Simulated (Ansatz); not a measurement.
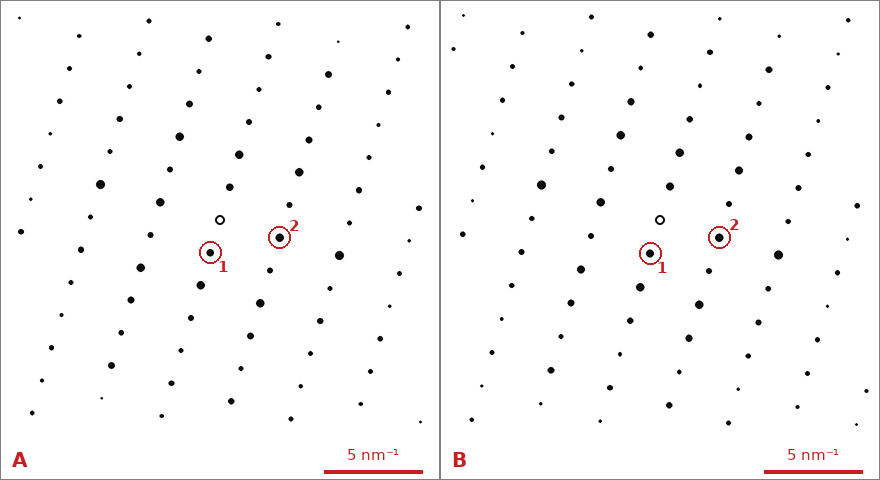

Kinematic electron diffraction patterns (120 kV, B = 0.5 Å², same scale) along [110] of the run's own cell, for the start and the end of one relaxation of SnIrS3 with DFT PBE, scalar-relativistic, plane waves, PAW (Ansatz). k mesh 8×8×8. The start is a generated model structure, and the relaxation ends in the nearest stationary point of its symmetry, not necessarily the ground state. Spot 1 is 0 0 -1 and spot 2 is -1 1 0 in both.

Start structure:

```
Sn Ir S
1.0
     4.42773    0.00000    0.00000
     0.00000    4.42773    0.00000
     0.00000    0.00000    5.73533
Sn Ir S
1 1 3
Direct
  0.00000 0.00000 0.12923
  0.50000 0.50000 0.55302
  0.50000 0.50000 0.94119
  0.00000 0.50000 0.41828
  0.50000 0.00000 0.41828
```

Q: Which pattern belongs to the start structure, and which to the relaxed one?

A: A is the start: its cell gives d(1) = 5.735 Å, d(2) = 3.131 Å and an angle of 90.0°. B is the relaxed structure, with d(1) = 5.584 Å (-2.6 %), d(2) = 3.168 Å (+1.2 %) and 90.0°.

Q: What did the relaxation do to the structure and the energy?

A: The volume changed by -0.3 % to 22.41 Å³ an atom; with the mean shift removed, the atoms moved by up to 0.05 Å relative to the cell (Ir most); the space group stayed P4mm (No. 99); the free energy fell by 4.3 meV an atom. Relaxed cell: a = 4.480 Å, b = 4.480 Å, c = 5.584 Å, α = 90.00°, β = 90.00°, γ = 90.00°.
